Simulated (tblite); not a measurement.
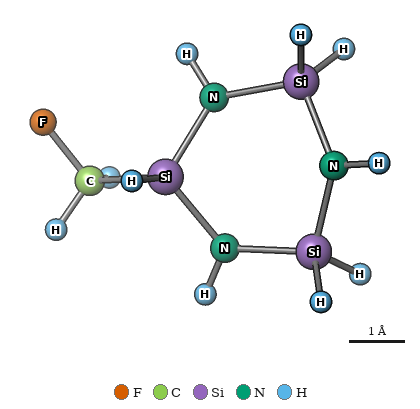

Figure 1. The structure (ball-and-stick view, seen at a tilt).

## CH10FN3Si3: frequency calculation

System: CH10FN3Si3.
Method: GFN2-xTB harmonic vibrations, gas phase (tblite 0.8.0).

It belongs to a series of runs on one base structure; here: H on Si replaced by CH2F.

Input
```
{"job": {"kind": "ir", "xc": "GFN2-xTB", "basis": "xTB"}, "charge": 0, "multiplicity": 1}
F     -3.600460     0.052393    -0.462954
C     -2.528219    -0.660016    -0.967636
Si    -1.021119    -0.449992     0.185813
N     -0.599961     1.217059     0.237537
Si     0.931593     1.837521     0.743693
N      1.995634     0.477318     0.800241
Si     1.972551    -0.983703    -0.118130
N      0.315976    -1.284784    -0.509353
H     -2.365961    -0.286190    -1.980159
H     -2.857883    -1.697966    -1.028143
H     -1.374683    -0.976175     1.514974
H     -1.341400     1.888029     0.132234
H      0.889598     2.388248     2.105075
H      1.343568     2.849198    -0.239594
H      2.860248     0.647514     1.284698
H      2.523713    -2.033572     0.749049
H      2.710376    -0.881916    -1.385755
H      0.137669    -2.096649    -1.073249
```

The first line tells a small driver script what to run in tblite; the rest is the geometry in Å.

Run on 1 CPU thread, shared host.

Run as:
```bash
OMP_NUM_THREADS=1 python <driver script> task.json out
```

Output
```
mode    cm-1     km/mol
  1      38.3      4.23
  2      54.9      0.54
  3      72.5      0.50
  4      89.2      1.63
  5     111.8      2.70
  6     199.6      3.95
  7     239.2     20.85
  8     246.3     28.28
  9     264.2     22.08
 10     291.4     20.28
 11     322.9     32.67
 12     354.9    115.92
 13     395.6      3.65
 14     528.2     13.11
 15     549.7    224.44
 16     551.7      3.70
 17     561.8     67.69
 18     628.7     10.59
 19     646.9    105.01
 20     649.5      6.68
 21     664.8     94.91
 22     684.6     52.62
 23     726.8     67.41
 24     756.8    176.75
 25     793.8    376.85
 26     805.4    123.94
 27     812.8    155.25
 28     838.9    408.92
 29     976.0     97.50
 30     979.1    236.61
 31     995.0    221.34
 32    1033.8     83.04
 33    1149.6     46.37
 34    1187.4    502.05
 35    1211.1    450.16
 36    1211.8     35.58
 37    1284.8      0.68
 38    1454.9      2.92
 39    2166.4     22.87
 40    2171.8     89.01
 41    2183.2   1220.47
 42    2204.2    354.16
 43    2209.4    137.87
 44    2967.5     50.18
 45    2977.8     38.30
 46    3495.5      0.79
 47    3498.3      0.74
 48    3508.8      0.84
```

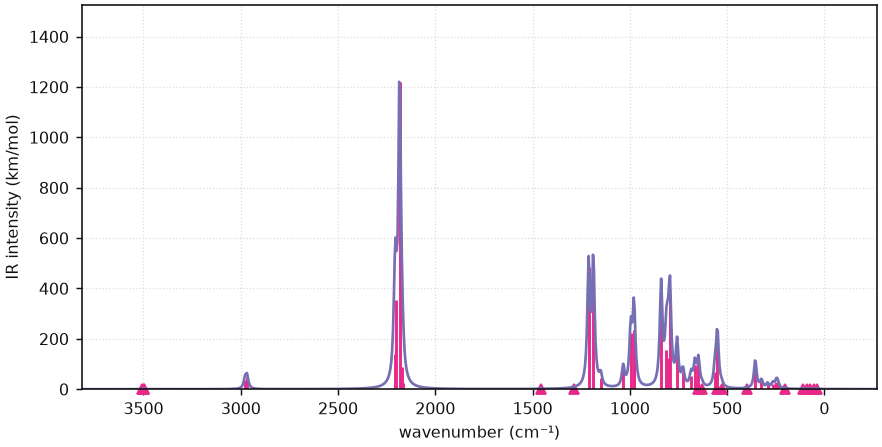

Figure 2. Harmonic infrared spectrum, unscaled: sticks (degenerate modes added up, dark ones marked on the axis) with a Lorentzian envelope of 16 cm⁻¹ full width, scaled to the tallest stick. 48 modes from 38 to 3509 cm⁻¹, none imaginary. The strongest line is at 2183 cm⁻¹ (1220 km/mol).

Summary

| quantity | value |
| --- | --- |
| outcome | converged |
| total energy | −709.4761 eV |
| zero-point energy | 73.9770 kcal/mol |
| wall time | 0.77 s |
| peak memory | 0.18 GiB |
